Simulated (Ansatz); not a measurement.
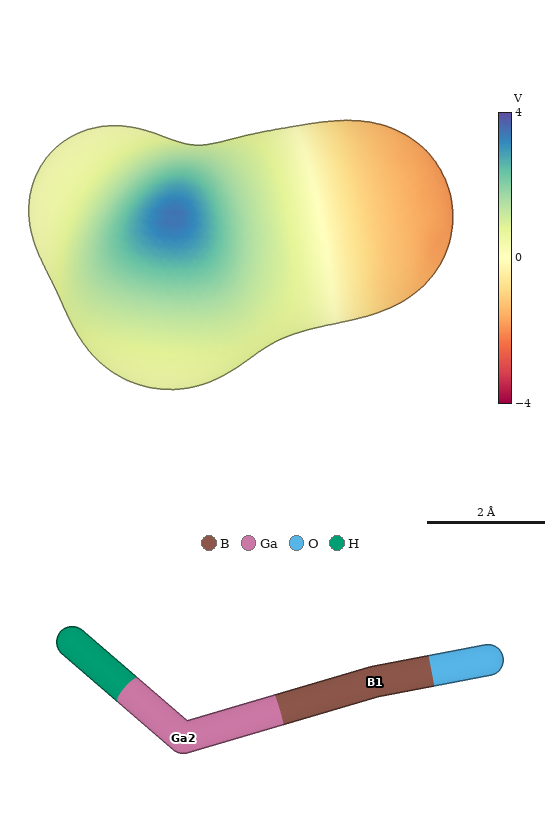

Figure 1: BGaHO (SMILES O=[B][GaH]) (doublet). The electrostatic potential painted on the density surface at 0.002 e/bohr³, seen at a tilt; the colour scale runs from red (negative) to blue (positive). The bare structure is drawn below in the same view.

Geometry: B3LYP/6-31G*.

These are results of isolated molecule in a Gaussian basis; Kohn-Sham density functional theory, functional PBE0 (Ansatz), not measurements.

**Describe the electrostatic potential map.**

The most negative region (about −1.9 V, or −44 kcal/mol for a unit charge) lies over O3, the most positive (about +3.4 V, or +78 kcal/mol for a unit charge) over Ga2. O3 is the likeliest acceptor of a hydrogen bond.
